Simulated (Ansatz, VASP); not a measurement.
# GeMo: VASP beside Ansatz

Wanted: the spread between two codes on one cell, functional and k mesh. The cell is invented: As first built, before any earlier steps moved the atoms (in the runner's words): it takes the WC structure with all of its atoms replaced by other elements, volume scaled by an estimate. It may not be a known or stable phase. The cell is taken from a series of VASP runs on this material, whose earlier steps may have relaxed, scaled or displaced it; both programs get it as it stands. Valence electrons are named where the data sets of a main pair hold unlike numbers.

Main program and level: Ansatz 0.2.0; plane waves, with VASP 6.6.1 beside it; band structure at HSE06.

### 1. Starting point

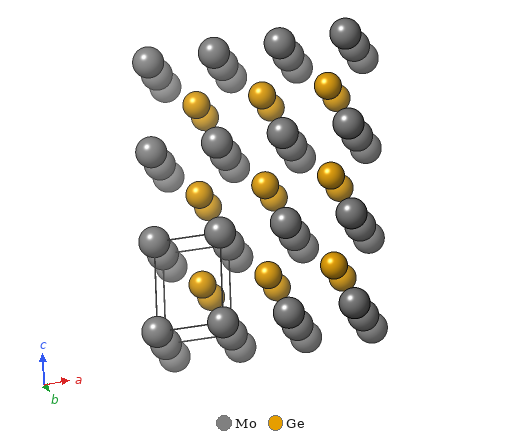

The cell as given, from a free direction (molybdenum grey, germanium orange). 3×2×3 cells are drawn. Some periodic images of atoms are drawn too.

### 2. Ansatz: band structure, HSE06

Ansatz runs on its default PAW (the set named soft_2) files.

With cell and atoms fixed, the geometry can't cause a difference; cores, projectors, grids and the points listed under the comparison can.

File input.yaml:

```yaml
crystal:
  lattice:
    - [3.2123678541, 1.45e-08, 0.0]
    - [-1.606183397, 2.7819918837, 0.0]
    - [0.0, 0.0, 3.5904304994]
  atoms:
    - { symbol: Mo, position: [0.0, 0.0, 0.0] }
    - { symbol: Ge, position: [0.66666667, 0.33333333, 0.5] }
hamiltonian:
  xc: { exchange: pbe, correlation: pbe, exx: { coeff: 0.25, omega: 0.2 } }
  pseudopotentials: { kind: paw }
kpoints:
  mp_grid: { grid: [5, 5, 4] }
  band_path:
    path:
      - [0.0, 0.0, 0.0]
      - [0.44444, 0.0, 0.0]
      - [0.38889, 0.22222, 0.0]
      - [0.18519, 0.18519, 0.0]
      - [0.0, 0.0, 0.11111]
      - [0.0, 0.0, 0.5]
      - [0.44444, 0.0, 0.5]
      - [0.38889, 0.22222, 0.5]
      - [0.18519, 0.18519, 0.5]
      - [0.5, 0.0, 0.38889]
      - [0.33333, 0.33333, 0.0]
      - [0.33333, 0.33333, 0.5]
    npoints: 1
scf:
  occupations: { method: gaussian, width: 0.02 }
  n_extra_bands: 7
output:
  forces: true
  stress: true
  eigenvalues: true
  write_density: true
  write_potential: true
  elf: true
  volumetric_format: npy
```

Command:

```bash
ansatz run input.yaml --threads 4 --pin off --max-ram 9216MiB --backend cpu --events-out ev --progress --plain --runs-dir out
```

Numbers of over 12 decimals in the logs are rounded to 6 here.

The program printed:

```text
Warning: the atoms were moved onto the symmetric positions of the space group found under crystal.symmetry.tolerance 1.0e-5 (fractional; no operation is sought that the atoms, as they stand in a round, miss by more than twice it, and no atom is moved by as much as it), and the run uses the moved positions. Before a round's move an operation carried an atom to 1.61e-8 Å from where it should land, the largest such dist [...]
Warning: output.stress: scf.convergence.dr2_threshold = 1e-7 eV (the SCF's general default) is looser than the 2e-10 eV advised for a printed stress (1e-10 eV for each atom of the cell: 2). What an SCF threshold leaves in a stress goes as its square root, and in the free energy as the threshold itself, and one threshold admits the most on a small cell: [figures from the program's tests cut] Set scf.convergence.dr2_threshold to 2e-10 eV or tighter. The threshold is an SCF's pass mark: one that does not reach it within its budget of iterations ends unconverged, or closes short of it on a stop that the run arms, and scf.convergence.dr2_threshold's page says what that costs each kind of run
Warning: output.stress: scf.exx.energy_threshold = 1e-6 eV is looser than the 2e-8 eV advised for a stress under a hybrid functional (1e-8 eV for each atom of the cell: 2). Every SCF of the exchange loop can meet its threshold on dr2 while the loop round them stops early: no threshold on dr2 bounds what that leaves in the stress. Set scf.exx.energy_threshold to 2e-8 eV or tighter. The threshold is the loop's pass mark: a loop that does not reach it within its budget of cycles ends unconverged, and scf.exx.energy_threshold's page has the law
scf.n_extra_bands = 7 over 14 filled bands (N_el = 28.0): the run solves 21 bands
Engine: ansatz 0.2.0, aarch64-unknown-linux-gnu
Pseudopotentials: kind: paw
Pseudopotential: Mo, paw, valence charge 14, recommended cutoff 420 eV (normal), Mo.paw.azcp
Pseudopotential: Ge, paw, valence charge 14, recommended cutoff 420 eV (normal), Ge.paw.azcp
Functional definition: unnamed
  parameter a_1 = 0.25
  parameter omega_1 = 0.2/angstrom
  exchange = pbe_x + (-a_1)*pbe_x_sr(omega_1) + a_1*exact_x_sr(omega_1)
  correlation = pbe_c
Crystal: 2 atoms, lattice volume = 32.087 Å³
Basis set: ecut = 420 eV, 647 PW (Γ), exchange–correlation on 48×48×48 points (8 copies of the dense FFT grid, shifted against one another)
Bands: 21, of which v1, the nominal top of the filled ones, is band 14 counted from 1 (13 counted from 0)
Symmetry: 12 space group operations
Space group: P-6m2 (ITA 187), of the structure as read, at distance tolerance 3.2e-5 Å
k-points: 15 of 100 (time reversal used)
Non-local potential: Mo, projectors of the file, l = 0: 3, l = 1: 2, l = 2: 2, l = 3: 1
Non-local potential: Ge, projectors of the file, l = 0: 2, l = 1: 2, l = 2: 3, l = 3: 1
PAW form: soft (Blöchl's): semilocal exchange-correlation on the pseudo side does not see the compensation charge
PAW frozen core: Mo, regenerated for the run's functional, and the local potential with it (the file was generated under x = pbe(κ = 0.804, μ = 0.219515), c = pbe(β = 0.066725))
PAW frozen core: Ge, regenerated for the run's functional, and the local potential with it (the file was generated under x = pbe(κ = 0.804, μ = 0.219515), c = pbe(β = 0.066725))
PAW one-centre angular grid: Mo, 590 points (default); XC on 64 Gauss nodes
PAW one-centre angular grid: Ge, 590 points (default); XC on 64 Gauss nodes
Initial density: superposition of atomic densities (neutral atoms: chi_scale 0, normalization atom), corrected by the library's trained network
Initial wavefunctions: pseudopotential atomic-orbital guess
Functional: x = pbe(κ = 0.804, μ = 0.219515), c = pbe(β = 0.066725), warm-up for x = pbe(κ = 0.804, μ = 0.219515) + 0.25 (exact − pbe) at short range (hse, ω = 0.2 Å⁻¹), c = pbe(β = 0.066725)
SCF iter   1: F=—  HF=-9251.073237 eV  |F-HF|=—  |Δ(HF+E_count)|=         —  Δρ=8.35e-3  dr2=2.27e-2  ethr=1.77e-3  ⟨swp⟩=6.9  Hψ=1271  notcnv=0
preconditioner: auto → none  [insulator: Δε(μ)=0.073 eV  Ē_g=20.304 eV  σ=0.020 eV  W_gap=0.99  n_scr=8 (ndim 8)  ℏωp=29.3 eV  f_vac=0.000  D(μ)=0.15/eV (n_scr^D=0)]
SCF iter   2: F=—  HF=-9251.070606 eV  |F-HF|=—  |Δ(HF+E_count)|=   2.63e-3  Δρ=3.41e-3  dr2=3.06e-3  ethr=8.11e-5  ⟨swp⟩=3.0  Hψ=656  notcnv=0  defer=1
iter 3 solved again at ethr=1.50e-7 eV; its pass at ethr=1.09e-5 eV (dr2=4.19e-5 eV) is discarded
SCF iter   3: F=—  HF=-9251.070646 eV  |F-HF|=—  |Δ(HF+E_count)|=   3.99e-5  Δρ=5.56e-4  dr2=4.22e-5  ethr=1.50e-7  ⟨swp⟩=3.3  Hψ=1276  notcnv=0  defer=2
SCF iter   4: F=—  HF=-9251.070664 eV  |F-HF|=—  |Δ(HF+E_count)|=   1.86e-5  Δρ=2.45e-4  dr2=2.00e-5  ethr=1.50e-7  ⟨swp⟩=3.1  Hψ=675  notcnv=0  defer=1
SCF iter   5: F=—  HF=-9251.070656 eV  |F-HF|=—  |Δ(HF+E_count)|=   7.93e-6  Δρ=3.94e-5  dr2=1.92e-7  ethr=7.13e-8  ⟨swp⟩=3.1  Hψ=611  notcnv=0  defer=1
SCF iter   6: F=—  HF=-9251.070657 eV  |F-HF|=—  |Δ(HF+E_count)|=   1.22e-7  Δρ=1.01e-5  dr2=1.78e-8  ethr=6.87e-10  ⟨swp⟩=3.1  Hψ=688  notcnv=0  defer=1
SCF iter   7: F=-9251.070657 eV  HF=-9251.070657 eV  |F-HF|=2.15e-10  |Δ(HF+E_count)|=   1.34e-9  Δρ=1.98e-6  dr2=6.30e-10  ethr=6.36e-11  ⟨swp⟩=3.1  Hψ=623  notcnv=0  defer=2
SCF 1 converged in 7 iterations: F = -9251.070657 eV  dr2 = 6.30e-10
[...]
Frozen-core exchange: fock
[...]
preconditioner: auto → none  [insulator: Δε(μ)=0.036 eV  Ē_g=22.948 eV  σ=0.020 eV  W_gap=0.63  n_scr=8 (ndim 8)  ℏωp=29.3 eV  f_vac=0.000  D(μ)=3.75/eV (n_scr^D=58)]
[...]
SCF 4 stopped early in 12 iterations: F = -9253.839036 eV  dr2 = 1.62e-4
hybrid outer 3: dexx = +5.348e-3 eV, tail = inf eV, Δε = 9.35e-2 eV (about 3.57e-2 eV left of the loop's levels)
Exchange kernel: α = 0.2500, screened, ω = 0.2000 Å⁻¹, Wigner–Seitz truncation, v(0) = 1104.2119 eV·Å³, q-mesh 5×5×4, nearest image of the exchange supercell L = 14.36 Å, pair-density grid 15×15×18, without the augmentation charges, whose exchange is taken in its separable form by FFT convolution over the k-point mesh (sized by the pseudopotential files, 20×20×24 at the most), smooth part of the exact exchange by density-matrix convolution
Frozen-core exchange: fock
[...]
preconditioner: auto → none  [insulator: Δε(μ)=0.140 eV  Ē_g=23.017 eV  σ=0.020 eV  W_gap=0.67  n_scr=8 (ndim 8)  ℏωp=29.3 eV  f_vac=0.000  D(μ)=6.23/eV (n_scr^D=108)]
[...]
SCF iter   9: F=—  HF=-9253.839125 eV  |F-HF|=—  |Δ(HF+E_count)|=   1.91e-7  Δρ=4.77e-6  dr2=1.15e-8  ethr=1.00e-12  ⟨swp⟩=4.9  Hψ=976  notcnv=0
SCF iter  10: F=—  HF=-9253.839125 eV  |F-HF|=—  |Δ(HF+E_count)|=   4.36e-9  Δρ=6.14e-7  dr2=3.56e-10  ethr=1.00e-12  ⟨swp⟩=4.0  Hψ=804  notcnv=0
SCF iter  11: F=—  HF=-9253.839125 eV  |F-HF|=—  |Δ(HF+E_count)|=  3.64e-11  Δρ=5.23e-8  dr2=2.43e-10  ethr=1.00e-12  ⟨swp⟩=2.0  Hψ=527  notcnv=0
Mixer restart at iter 11: flushing history
SCF iter  12: F=—  HF=-9253.839125 eV  |F-HF|=—  |Δ(HF+E_count)|=   1.88e-9  Δρ=4.73e-7  dr2=8.54e-11  ethr=1.00e-12  ⟨swp⟩=3.2  Hψ=708  notcnv=0
SCF iter  13: F=—  HF=-9253.839125 eV  |F-HF|=—  |Δ(HF+E_count)|=  7.28e-12  Δρ=2.70e-7  dr2=4.95e-11  ethr=1.00e-12  ⟨swp⟩=2.7  Hψ=543  notcnv=0
SCF iter  14: F=—  HF=-9253.839125 eV  |F-HF|=—  |Δ(HF+E_count)|=  1.09e-11  Δρ=1.58e-7  dr2=1.43e-11  ethr=1.00e-12  ⟨swp⟩=2.2  Hψ=532  notcnv=0
SCF iter  15: F=-9253.839125 eV  HF=-9253.839125 eV  |F-HF|=0.00e0  |Δ(HF+E_count)|=  7.28e-12  Δρ=5.14e-8  dr2=1.40e-12  ethr=1.00e-12  ⟨swp⟩=2.1  Hψ=530  notcnv=0
SCF 5 converged in 15 iterations: F = -9253.839125 eV  dr2 = 1.40e-12
  Residual-converged pass: ⟨swp⟩=3.4  Hψ=743  notcnv=0  max |occ|·‖R‖ = 9.9e-9 eV (tolerance 1.0e-8 eV)  dr2=1.38e-12  dr2_onsite=1.33e-13  max |Δocc| = 7.7e-14
hybrid outer 4: dexx = +6.317e-6 eV, tail = inf eV, Δε = 1.27e-2 eV (about 2.43e-3 eV left of the loop's levels)
Exchange kernel: α = 0.2500, screened, ω = 0.2000 Å⁻¹, Wigner–Seitz truncation, v(0) = 1104.2119 eV·Å³, q-mesh 5×5×4, nearest image of the exchange supercell L = 14.36 Å, pair-density grid 15×15×18, without the augmentation charges, whose exchange is taken in its separable form by FFT convolution over the k-point mesh (sized by the pseudopotential files, 20×20×24 at the most), smooth part of the exact exchange by density-matrix convolution
Frozen-core exchange: fock
SCF iter   1: F=—  HF=-9253.839125 eV  |F-HF|=—  |Δ(HF+E_count)|=         —  Δρ=1.27e-6  dr2=5.26e-10  ethr=4.76e-10  ⟨swp⟩=4.7  Hψ=754  notcnv=0
preconditioner: auto → none  [insulator: Δε(μ)=0.140 eV  Ē_g=23.019 eV  σ=0.020 eV  W_gap=0.67  n_scr=8 (ndim 8)  ℏωp=29.3 eV  f_vac=0.000  D(μ)=6.24/eV (n_scr^D=108)]
SCF iter   2: F=-9253.839125 eV  HF=-9253.839125 eV  |F-HF|=1.66e-10  |Δ(HF+E_count)|=  1.09e-10  Δρ=8.34e-7  dr2=2.12e-10  ethr=1.82e-12  ⟨swp⟩=3.9  Hψ=733  notcnv=0  defer=1
SCF 6 converged in 2 iterations: F = -9253.839125 eV  dr2 = 2.12e-10
  Residual-converged pass: ⟨swp⟩=2.0  Hψ=445  notcnv=0  max |occ|·‖R‖ = 2.4e-6 eV (tolerance 2.4e-6 eV)  dr2=2.13e-10  dr2_onsite=1.20e-11  max |Δocc| = 8.2e-14
hybrid outer 5: dexx = +1.429e-10 eV, tail = 6.10e-10 eV, Δε = 3.95e-5 eV (about 3.04e-5 eV left of the loop's levels), ΔF = 3.70e-17 eV/Å (tail 3.15e-4)
NSCF: frozen V_eff on 12 k-points
hybrid SCF converged: 5 outer / 41 inner (+7 warm-up), last move |dexx| = 1.43e-10 eV, tail = 6.10e-10 eV
Stability not checked: this state was not tested for a lower state beside it, because the functional holds exact exchange (a hybrid, or Hartree-Fock), whose exchange loop this test does not read (fock_operator; see scf.lower_state_search)
Free energy (F): -9253.839125 eV
Frozen-core exchange: fock
Harris-Foulkes:  -9253.839125 eV  (|F-HF|=1.66e-10)
Internal energy: -9253.837877 eV  (E = F + TS)
E sigma→0 (E₀):  -9253.838501 eV
Entropy (-TS):   -0.001248 eV (-0.624 meV/atom)
Fermi energy:    16.564726 eV
--- Per-component energies (eV) ---
  E_band       = -214.178152
  E_kinetic    = 551.978862
  E_local      = -2874.200064  (includes V_loc(G=0)·N_el)
  E_nonlocal   = 561.758680
  E_hartree    = 1182.863720
  E_xc         = -208.131664
  E_vxc        = -234.282050  (∫ρ·V_xc dr)
  E_exx        = -96.821435  (= α·E_x^exact, valence–valence)
  E_paw        = -5178.637284  (= ΣΔE_a)
  E_vpaw       = -391.518224  (= ΣTr[D̂ρ^β])
  E_aug_tail   = 0.000333  (compensation charges beyond the density's cutoff)
  E_ewald      = -3191.844803
  E_core_change = -0.804222  (= ΣΔE_core)
  E_smearing   = -0.001248  (= −TS)
  E_closure    = 0.000000  (closes the sum)
  Σ components = -9253.839125   (vs F -9253.839125, Δ=0.00e0)
--- Forces (eV/Å), atoms counted from 1 ---
  atom   1  Mo     0.00000000    -0.00000000     0.00000000
  atom   2  Ge    -0.00000000    -0.00000000     0.00000000
  max |Σ_I F_I| component: 8.33e-17 eV/Å
--- Stress (GPa, compression-positive) ---
       -4.639866      -0.000000       0.000000
       -0.000000      -4.639866       0.000000
        0.000000       0.000000      -7.826901
  P = ⅓ Tr σ = -5.7022 GPa (-57.022 kbar)
--- Band table (eV; the first three rows and the last of 15) ---
  k-point 0: bands = [... 10 lower, 12.9221, 14.7692, 14.7692, 16.7480, 17.2154, 17.2154, 24.3450, 24.3450, ... 3 higher]
  k-point 1: bands = [... 10 lower, 11.3649, 15.0979, 15.0979, 16.4307, 16.4307, 16.7442, 24.3481, 24.3481, ... 3 higher]
  k-point 2: bands = [... 10 lower, 9.2081, 15.6235, 15.6235, 15.6556, 15.6556, 17.3755, 23.6519, 23.6519, ... 3 higher]
  k-point 14: bands = [... 10 lower, 11.2081, 11.9968, 14.2760, 15.2480, 18.3674, 20.7097, 21.1568, 22.6692, ... 3 higher]
```

Elapsed: 20 s, on 4 threads of Arm Neoverse V2, shared host; peak memory 0.76 GiB.

(Continued in part 2 of 2.)

[Lines on the potential files, build, host, timing and source positions are cut from VASP's logs without a mark.]

[Logs are printed without paths, hosts, clocks, repeated set-up lines and the standing remarks that a program may print on its own settings, such as how far it seeks lower states.]

[Hosts, paths, dates, database ids (printed as entryN), source tags and the programs' standing remarks are cut or masked in the printed files.]
